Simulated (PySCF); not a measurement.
C₆H₄, SMILES `c1cc2ccc1=2`.

PySCF calculation, 6-31+G* basis, gas phase; geometry: GFN2-xTB. No frequency check shows the geometry to be a minimum.

The calculation's input:

```python
import numpy as np
from pyscf import gto, scf, dft, mcscf, mrpt
from pyscf.mcscf import avas

def solve(mol, dm0=None, hcore=None):
    mf = scf.ROHF(mol) if mol.spin else scf.RHF(mol)
    mf = mf.density_fit(auxbasis='def2-universal-jkfit')
    mf.conv_tol, mf.max_cycle = 1e-8, 80
    if hcore is not None:
        mf.get_hcore = lambda *args: hcore
    mf.kernel(dm0)
    if not mf.converged:
        mf = mf.newton().run(mf.mo_coeff, mf.mo_occ, max_cycle=30)
    assert mf.converged, 'SCF not converged'
    return mf

mol = gto.M(atom='''
C     -1.38345    -0.71483     0.00000
C     -1.38345     0.71483     0.00000
C      0.00000     0.79498     0.00000
C      1.38345     0.71483     0.00000
C      1.38345    -0.71483     0.00000
C      0.00000    -0.79498     0.00000
H     -2.15572    -1.46700     0.00000
H     -2.15572     1.46700     0.00000
H      2.15572     1.46700     0.00000
H      2.15572    -1.46700     0.00000
''', basis='6-31+g*', charge=0, spin=0, verbose=4)
mf = solve(mol)
ncas, nel, orbs = avas.avas(mf, ['C 2pz'], threshold=0.5, openshell_option=3)
print('active space', nel, ncas)
assert 2 <= ncas <= 10, 'active space too large or empty'
mc = mcscf.CASSCF(mf, ncas, nel)
mc.natorb, mc.max_cycle_macro = True, 60
mc.fix_spin_(ss=mol.spin / 2 * (mol.spin / 2 + 1))
mc.kernel(orbs)
occ = mc.mo_occ[mc.ncore:mc.ncore + ncas]
print('natural occupations', occ.round(4))
e2 = mrpt.NEVPT(mc).kernel()
out = dict(c=mc.mo_coeff[:, mc.ncore:mc.ncore + ncas], occ=occ, e=mc.e_tot, e2=e2, ehf=mf.e_tot, ok=mc.converged, nel=nel, w0=abs(mc.ci).max() ** 2, dm=mc.make_rdm1())
# the other spin state at the same geometry
other = mol.copy().set(spin=2).build()
mo = scf.ROHF(other).density_fit(auxbasis='def2-universal-jkfit').run()
na = (nel + other.spin) // 2
m2 = mcscf.CASSCF(mo, ncas, (na, nel - na))
m2.natorb = True
m2.fix_spin_(ss=other.spin / 2 * (other.spin / 2 + 1))
m2.kernel(mc.mo_coeff)
e2o = mrpt.NEVPT(m2).kernel()
print('other state above this one / eV: CASSCF', (m2.e_tot - mc.e_tot) * 27.211386, 'NEVPT2', (m2.e_tot + e2o - mc.e_tot - e2) * 27.211386)
np.savez('result.npz', eo=m2.e_tot, e2o=e2o, oko=m2.converged, occo=m2.mo_occ[mc.ncore:mc.ncore + ncas], co=m2.mo_coeff[:, mc.ncore:mc.ncore + ncas], **out)
```

Run with:

```sh
OMP_NUM_THREADS=1 python input.py
```

The run took 25 s on 1 thread of Intel(R) Xeon(R) Platinum 8488C (Sapphire Rapids), with other jobs on the host, peak memory 0.3 GiB.

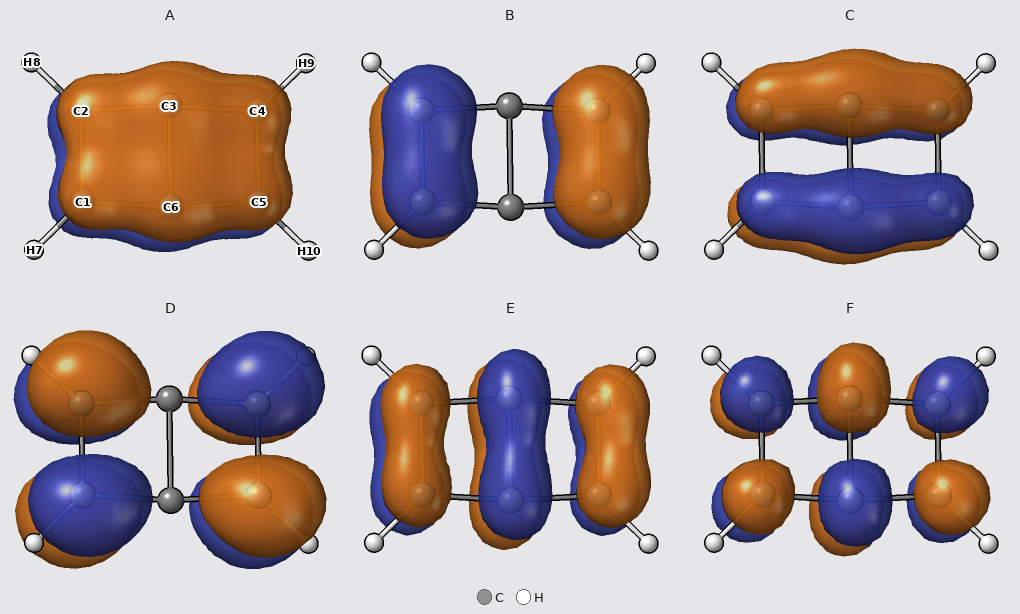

Natural orbitals of the π active space, CASSCF(6,6), triplet state at the geometry of the singlet, in order of falling occupation.

### What are the natural occupation numbers?

A 1.94, B 1.79, C 1.12, D 0.88, E 0.21, F 0.06.

### Where does the lowest triplet lie relative to the singlet, at this geometry and within this active space?

3.26 eV above it by strongly contracted NEVPT2 (+3.41 eV by CASSCF); a small basis tends to put such gaps a few tenths of an eV too high. This is a vertical energy for π states alone; a state that uses lone pairs or σ orbitals may lie lower.
